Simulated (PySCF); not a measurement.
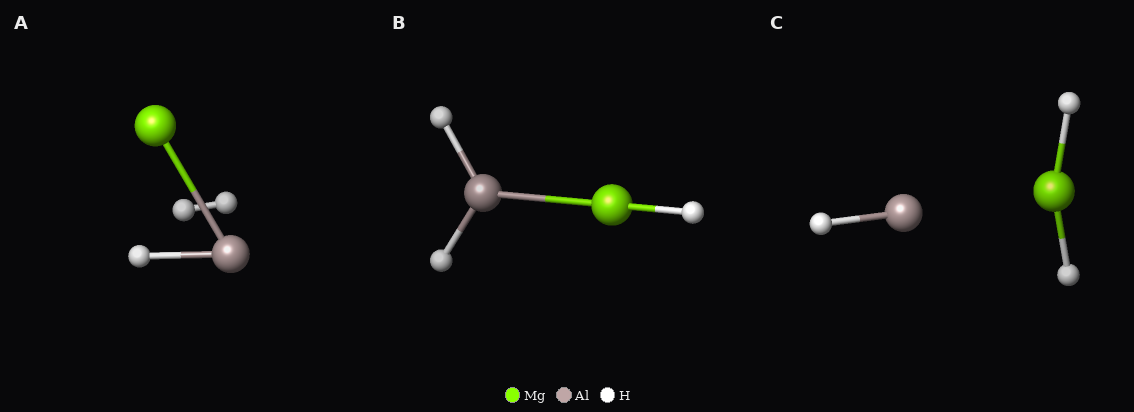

3 stationary structures of one formula. Geometries: PBE-D4/def2-SVP. Electronic energies: PBE-D4/def2-SVP (PySCF 2.14.0), without zero-point energy. No frequency run is at hand to confirm each as a minimum.

Question: Rank them by energy, lowest first.

Answer: B is lowest; A lies 65.6 kJ/mol above it (C1), C lies 107.1 kJ/mol above it.
